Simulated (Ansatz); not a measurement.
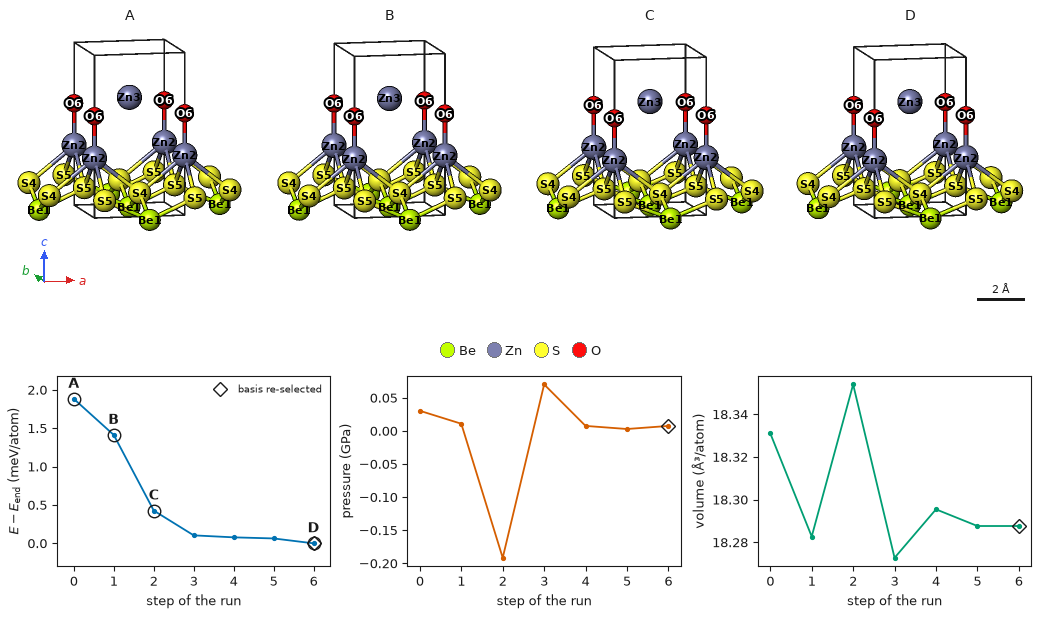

Frames of a relaxation of crystalline BeZn2S2O (a generated structure, set up in P4mm), marked on the history of the run. Style: ball-and-stick. Shown: the cell of the calculation, slightly off an axis.

All numbers below come from Ansatz, DFT PBE, scalar-relativistic, plane waves, PAW. (plane-wave cutoff 420 eV; k-point mesh 10 × 10 × 6; occupations gaussian; smearing width 0.1 eV; no spin polarisation; cell and atoms relaxed; force threshold 0.01 eV/Å; at most 80 steps)

**Describe the path.**

The atom that moves furthest relative to the cell is Be1 (0.071 Å along +c). Largest moves by element: Be 0.071 Å, Zn 0.050 Å, O 0.038 Å, S 0.016 Å. The volume changes by −0.2 %, with a = b 3.956 → 4.009 Å (+1.3 %), c 7.027 → 6.827 Å (−2.9 %). Near-neighbour distances that change, for instance: Be1–S4 2.171 → 2.151 Å, Zn2–O6 1.814 → 1.826 Å, Zn2–S4 2.517 → 2.505 Å. Bond angles that change, for instance: S4–Be1–S4 131.4° → 137.4°, Be1–S5–Be1 131.4° → 137.4°, S4–Zn2–S4 103.6° → 106.3°. The space group stays P4mm (No. 99). After 5 accepted moves (6 points after the start) the energy has fallen by 1.9 meV per atom. Largest force component: 0.13 eV/Å at the start, 0.0059 eV/Å at the end. The pressure goes from 0.03 to 0.01 GPa. At 1 point the geometry stayed and the basis and grid were re-selected for the new cell (energy shift of 0.1 meV per atom at most each time). From step 0 to 1: Zn3 moves most (0.02 Å), volume −0.3 %, energy −0.5 meV per atom. From step 1 to 2: Be1 moves most (0.06 Å), volume +0.4 %, energy −1.0 meV per atom. From step 2 to 6: volume −0.4 %, energy −0.4 meV per atom.

```json
{"step": "0", "E − E(0), meV/atom": "0.00", "largest force component, eV/Å": "0.1298", "pressure, GPa": "0.03", "volume, Å³/atom": "18.331", "note": ""}
{"step": "1", "E − E(0), meV/atom": "-0.47", "largest force component, eV/Å": "0.1308", "pressure, GPa": "0.01", "volume, Å³/atom": "18.283", "note": ""}
{"step": "2", "E − E(0), meV/atom": "-1.46", "largest force component, eV/Å": "0.1359", "pressure, GPa": "-0.19", "volume, Å³/atom": "18.354", "note": ""}
{"step": "3", "E − E(0), meV/atom": "-1.78", "largest force component, eV/Å": "0.0661", "pressure, GPa": "0.07", "volume, Å³/atom": "18.273", "note": ""}
{"step": "4", "E − E(0), meV/atom": "-1.81", "largest force component, eV/Å": "0.0349", "pressure, GPa": "0.01", "volume, Å³/atom": "18.295", "note": ""}
{"step": "5", "E − E(0), meV/atom": "-1.82", "largest force component, eV/Å": "0.0049", "pressure, GPa": "0.00", "volume, Å³/atom": "18.288", "note": ""}
{"step": "6", "E − E(0), meV/atom": "-1.88", "largest force component, eV/Å": "0.0059", "pressure, GPa": "0.01", "volume, Å³/atom": "18.288", "note": "same geometry, new basis"}
```
